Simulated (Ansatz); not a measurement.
# BrF2HSi: the cost of one run

Method: PBE0-D4/def2-TZVP structures, single points in def2-TZVPP, no counterpoise correction; program: Ansatz 0.2.0, Gaussian basis.

Levels: SPW92, PBE-D4, BLYP-D4, r2SCAN-D4, B97M-V, PBE0-D4, B3LYP-D4, r2SCAN0-D4, BHLYP-D4, CAM-B3LYP-D4, wB97X-V, wB97M-V, B2PLYP, PBE-QIDH, RPA on PBE, Hartree-Fock, MP2, CCSD, CCSD(T).

Correlated methods freeze the cores. Filled d shells of the heavier atoms are correlated. B3LYP uses VWN-RPA correlation. B2PLYP carries no dispersion term here.

94 further runs of the same task are left out: 94 set aside as unsound or not needed. Runs told in other sessions of the task aren't counted.

## (1) The starting structure

The complex: 7 atoms, charge 0, spin multiplicity 1.

Atoms are counted from 1 here; the program's logs count them from 0.

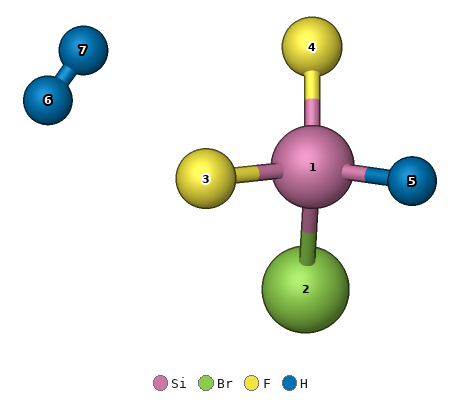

The starting geometry (silicon pink, bromine green, fluorine yellow, hydrogen blue); atoms are numbered from 1 in the order of the file.

As a file:

```xyz
7
BrF2H3Si
Si   -0.7163   -0.3935    0.7000
Br    0.6627   -2.0483    0.3481
F    -1.4307   -0.0172   -0.6553
F     0.1004    0.8693    1.1784
H    -1.7239   -0.7364    1.7084
H     1.4927    0.9456   -1.9367
H     1.6149    1.3805   -1.3428
```

Its parts: BrF2HSi holds atoms 1, 2, 3, 4, 5; H2 holds atoms 6, 7. Each part counts its atoms afresh in its own runs.

## (2) Relaxing BrF2HSi alone

relax-a/in.yaml reads:

```yaml
crystal:
  periodic: [false, false, false]
  atoms:
    - {symbol: Si, position_ang: [-0.716276, -0.393531, 0.699995]}
    - {symbol: Br, position_ang: [0.662675, -2.048344, 0.348069]}
    - {symbol: F, position_ang: [-1.430673, -0.017172, -0.655308]}
    - {symbol: F, position_ang: [0.100441, 0.869329, 1.178413]}
    - {symbol: H, position_ang: [-1.723906, -0.736411, 1.708446]}
basis:
  gaussian: {orbitals: def2-TZVP}
hamiltonian: {xc: pbe0, dispersion: d4}
relax: {f_tol: 0.005, max_steps: 200}
```

Launch:

```
ansatz run in.yaml --threads 4 --pin off --events-out ev --progress --plain --max-ram 9574MiB
```

**Question.** How long does this run take on 4 threads of Arm Neoverse V1, shared host?

About 11 s.
